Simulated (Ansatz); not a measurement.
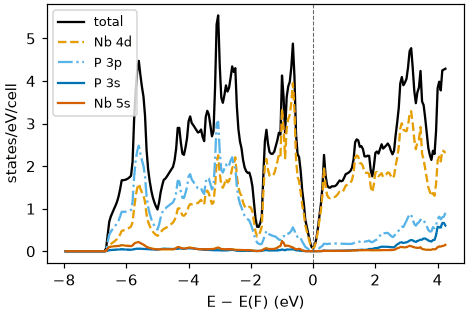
*Total and projected density of states of NbP in space group I4_1md (No. 109; Nb on 4a, P on 4a), the program Ansatz at the r²SCAN level (PAW)*

**Question.** Which orbitals carry the states next to the Fermi level?

**Answer.** Within 0.5 eV of the Fermi level: Nb 4d 82 %, P 3p 12 %. Projections are on Löwdin-orthogonalised atomic valence shells; empty p or d shells of many metals are not among them.

**Question.** Where is the tallest occupied peak in this window, and what makes it?

**Answer.** Near -3.0 eV, about 5.5 states/eV per cell; the largest projected share is P 3p.

Symmetry was held in the r²SCAN relaxation. No spin polarisation was allowed. A small band overlap can be real or an error of a semilocal functional. Spin–orbit coupling is left out wherever it is not named.

Potentials: the earlier of the program's two PAW sets. The files were generated under PBE; for other functionals the program regenerates the frozen cores, and for LDA and PBEsol the local potential too.
